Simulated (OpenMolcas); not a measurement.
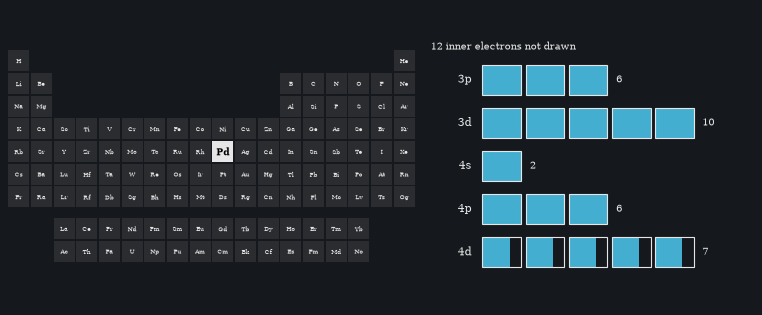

*Left, the place of palladium in the periodic table; right, the outer shells of the leading configuration of the lowest level: a box for each of the 2l + 1 orbitals, shaded by the share of the shell that is filled, with the electron count at the right.*

**Multiconfigurational calculation for Pd³⁺ (part 1 of 2)**

Pd³⁺. Computed at this level: state-averaged CASSCF, active space 7 electrons in the shell 4d, basis ANO-R2, X2C scalar Hamiltonian, spin-orbit coupling by RASSI with atomic mean-field integrals (OpenMolcas).

**Results in brief**

```tsv
quantity	value
outcome	converged
lowest level	4d⁷ ⁴F₉/₂
first excited level	4d⁷ ⁴F₇/₂, 2,738 cm⁻¹
energy of the lowest spin-free term	−5040.77239 hartree
energy of the lowest spin-orbit level	−5040.78540 hartree
largest spread among components of a term	0.0 cm⁻¹
hardware	1 CPU thread, shared host
wall time	11 s
```

**Notes**

Without dynamic correlation the splittings between terms come out too large, often by 20 to 50 %. Limits: levels of higher terms that fall inside the range are not drawn; only configurations of the active space are included.

**Input file**
```
&GATEWAY
Coord
1

Pd 0.0 0.0 0.0
Basis=ANO-R2
Group=XYZ
NoMove
AngMom=0.0 0.0 0.0
AMFI
&SEWARD
&RASSCF
FileOrb=start.orb
Symmetry=1
Spin=4
nActEl=7 0 0
Inactive=9 9
Ras2=5 0
CIRoot=10 10 1
SDav=10
CIMx=300
Iter=120 100
PrWF=0.3
OrbListing=Nothing
MaxOrb=0
Atom
>>> COPY $Project.JobIph JOB001
&RASSCF
FileOrb=start.orb
Symmetry=1
Spin=2
nActEl=7 0 0
Inactive=9 9
Ras2=5 0
CIRoot=40 40 1
SDav=40
CIMx=300
Iter=120 100
PrWF=0.3
OrbListing=Nothing
MaxOrb=0
Atom
>>> COPY $Project.JobIph JOB002
&RASSI
NrOfJobIphs=2 10 40
1 2 3 4 5 6 7 8 9 10
1 2 3 4 5 6 7 8 9 10 11 12 13 14 15 16 17 18 19 20 21 22 23 24 25 26 27
28 29 30 31 32 33 34 35 36 37 38 39 40
IphNames
JOB001
JOB002
EJob
SpinOrbit
DIPRint=1.0
SOCoupling=1000.0
Subsets=2
MEES
Property=10
'ANGMOM' 1 'ANGMOM' 2 'ANGMOM' 3 'MLTPL  1' 1 'MLTPL  1' 2 'MLTPL  1' 3
'AMFI' 1 'AMFI' 2 'AMFI' 3 'MLTPL  2' 6
SOProperty=3
'ANGMOM' 1 'ANGMOM' 2 'ANGMOM' 3
```

The file start.orb holds starting orbitals from an earlier step. A driver script formed the levels outside the program, from RASSI's spin-orbit matrix and the active-space energies, averaged over the components of each term or state.

**Log (extracts)**
```
--- SEWARD ---
Basis set label: PD.ANO-R...7S5P4D2F1G.

      Electronic valence basis set:
      ------------------
      Associated Effective Charge  46.000000 au
      Associated Actual Charge     46.000000 au
      Nuclear Model: Finite nucleus - Gaussian distribution
        Gaussian exponent, Xi/bohr**(-2):  2.05009E+08

      Shell  nPrim  nBasis  Cartesian Spherical Contaminant
         s      22       7        X
         p      16       5        X
         d      12       4                 X
         f       6       2                 X
         g       5       1                 X
                  Relativistic X2C integrals
                  Atomic mean-field integrals
--- RASSCF ---
Wave function specifications:
      -----------------------------

      Number of closed shell electrons          36
      Number of electrons in active shells       7
      Max number of holes in RAS1 space          0
      Max nr of electrons in RAS3 space          0
      Number of inactive orbitals               18
      Number of active orbitals                  5
      Number of secondary orbitals              42
      Spin quantum number                      1.5
      State symmetry                             1
Orbital specifications:
      -----------------------

      Symmetry species                           1   2
                                                ag  au
      Frozen orbitals                            0   0
      Inactive orbitals                          9   9
      Active orbitals                            5   0
      RAS1 orbitals                              0   0
      RAS2 orbitals                              5   0
      RAS3 orbitals                              0   0
      Secondary orbitals                        22  20
      Deleted orbitals                           0   0
      Number of basis functions                 36  29
      Number of CSFs                            10
      Number of root(s) required                10
      Iter CI   SX   CI       RASSCF       Energy    max ROT     max BLB   max BLB  Level Ln srch  Step   QN
          iter iter root      energy       change     param      element    value   shift minimum  type update
 Nr of preliminary CI iterations:   1
      Total energies have been shifted. Add                -5000.00 au
        1   1    8    0   -40.36638850    0.00E+00   1.61E-01*  14  22 1  4.67E-01*  0.00   0.00    SX    NO
        2   1    9    0   -40.71361917   -3.47E-01* -2.78E-02    8  14 2  1.89E-01*  0.00   0.00    SX    NO
        3   1    8    0   -40.74426484   -3.06E-02*  2.17E-02    9  12 2  6.79E-02*  0.00   0.00    SX    NO
        4   1    8    0   -40.74980269   -5.54E-03*  1.07E-02    7  10 2 -3.88E-02*  0.00   0.00    SX    NO
        5   1    8    0   -40.75125499   -1.45E-03*  3.71E-03    7  10 2  1.98E-02*  0.00   0.66    QN   YES
        6   1    6    0   -40.75181054   -5.56E-04*  9.33E-05   10  18 1  3.29E-04*  0.00   1.02    QN   YES
        7   1    4    0   -40.75181078   -2.36E-07*  1.80E-06    9  16 1  1.96E-05   0.00   1.00    QN   YES
        8   1    3    0   -40.75181078   -2.16E-10  -3.41E-07    9  16 1  3.21E-06   0.00   1.19    QN   YES
      Convergence after  8 iterations
        9   1    3    0   -40.75181078   -2.73E-12  -3.41E-07    9  17 1  1.24E-07   0.00   1.19    QN   YES
      Natural orbitals and occupation numbers for root  1
      sym 1:   1.929611   1.070389   1.929611   1.070389   1.000000
      Natural orbitals and occupation numbers for root  2
      sym 1:   1.755817   1.000000   1.244183   1.755817   1.244183
      Natural orbitals and occupation numbers for root  3
      sym 1:   1.867301   1.867301   1.132699   1.132699   1.000000
::    RASSCF root number  1 Total energy:  -5040.77238756
::    RASSCF root number  2 Total energy:  -5040.77238756
::    RASSCF root number  3 Total energy:  -5040.77238756
::    RASSCF root number  4 Total energy:  -5040.77238756
::    RASSCF root number  5 Total energy:  -5040.77238756
::    RASSCF root number  6 Total energy:  -5040.77238756
::    RASSCF root number  7 Total energy:  -5040.77238756
::    RASSCF root number  8 Total energy:  -5040.70379829
::    RASSCF root number  9 Total energy:  -5040.70379829
::    RASSCF root number 10 Total energy:  -5040.70379829
--- RASSCF ---
Wave function specifications:
      -----------------------------

      Number of closed shell electrons          36
      Number of electrons in active shells       7
      Max number of holes in RAS1 space          0
      Max nr of electrons in RAS3 space          0
      Number of inactive orbitals               18
      Number of active orbitals                  5
      Number of secondary orbitals              42
      Spin quantum number                      0.5
      State symmetry                             1
Orbital specifications:
      -----------------------

      Symmetry species                           1   2
                                                ag  au
      Frozen orbitals                            0   0
      Inactive orbitals                          9   9
      Active orbitals                            5   0
      RAS1 orbitals                              0   0
      RAS2 orbitals                              5   0
      RAS3 orbitals                              0   0
      Secondary orbitals                        22  20
      Deleted orbitals                           0   0
      Number of basis functions                 36  29
      Number of CSFs                            40
      Number of root(s) required                40
      Iter CI   SX   CI       RASSCF       Energy    max ROT     max BLB   max BLB  Level Ln srch  Step   QN
          iter iter root      energy       change     param      element    value   shift minimum  type update
 Nr of preliminary CI iterations:   1
      Total energies have been shifted. Add                -5000.00 au
        1   1    5    0   -40.64725975    0.00E+00  -4.47E-03   10  18 1 -9.18E-03*  0.00   0.00    SX    NO
        2   1    7    0   -40.64743153   -1.72E-04*  9.04E-04    8  10 2  4.60E-03*  0.00   0.00    SX    NO
        3   1    7    0   -40.64744530   -1.38E-05*  5.65E-04    8  10 2 -1.71E-03*  0.00   0.00    SX    NO
        4   1    7    0   -40.64744886   -3.56E-06*  2.85E-04    8  10 2  1.02E-03*  0.00   0.00    SX    NO
        5   1    6    0   -40.64744986   -9.96E-07*  1.00E-04    8  10 2 -5.22E-04*  0.00   0.65    QN   YES
        6   1    3    0   -40.64745025   -3.91E-07*  2.47E-07    9  16 1 -2.23E-06   0.00   1.00    QN   YES
        7   1    2    0   -40.64745025   -2.73E-12   5.22E-08    9  16 1 -3.42E-07   0.00   2.50    QN   YES
      Convergence after  7 iterations
        8   1    2    0   -40.64745025    9.09E-13   5.22E-08    9  16 1 -6.95E-08   0.00   2.50    QN   YES
      Natural orbitals and occupation numbers for root  1
      sym 1:   1.336560   1.300195   1.507863   1.358495   1.496887
      Natural orbitals and occupation numbers for root  2
      sym 1:   1.520585   1.379774   1.302828   1.476061   1.320752
      Natural orbitals and occupation numbers for root  3
      sym 1:   1.304644   1.530333   1.501496   1.354739   1.308787
::    RASSCF root number  1 Total energy:  -5040.69879377
::    RASSCF root number  2 Total energy:  -5040.69879377
::    RASSCF root number  3 Total energy:  -5040.69879377
::    RASSCF root number  4 Total energy:  -5040.69879377
::    RASSCF root number  5 Total energy:  -5040.69879377
::    RASSCF root number  6 Total energy:  -5040.69879377
::    RASSCF root number  7 Total energy:  -5040.69879377
::    RASSCF root number  8 Total energy:  -5040.69879377
::    RASSCF root number  9 Total energy:  -5040.69879377
::    RASSCF root number 10 Total energy:  -5040.67600487
::    RASSCF root number 11 Total energy:  -5040.67600487
::    RASSCF root number 12 Total energy:  -5040.67600487
::    RASSCF root number 13 Total energy:  -5040.67600487
::    RASSCF root number 14 Total energy:  -5040.67600487
::    RASSCF root number 15 Total energy:  -5040.67600487
::    RASSCF root number 16 Total energy:  -5040.67600487
::    RASSCF root number 17 Total energy:  -5040.67600487
::    RASSCF root number 18 Total energy:  -5040.67600487
::    RASSCF root number 19 Total energy:  -5040.67600487
::    RASSCF root number 20 Total energy:  -5040.67600487
::    RASSCF root number 21 Total energy:  -5040.67600487
::    RASSCF root number 22 Total energy:  -5040.67600487
::    RASSCF root number 23 Total energy:  -5040.67600487
::    RASSCF root number 24 Total energy:  -5040.66677681
::    RASSCF root number 25 Total energy:  -5040.66677681
::    RASSCF root number 26 Total energy:  -5040.66677681
::    RASSCF root number 27 Total energy:  -5040.66677681
::    RASSCF root number 28 Total energy:  -5040.66677681
::    RASSCF root number 29 Total energy:  -5040.60763816
::    RASSCF root number 30 Total energy:  -5040.60763816
```

(Continued in part 2.)
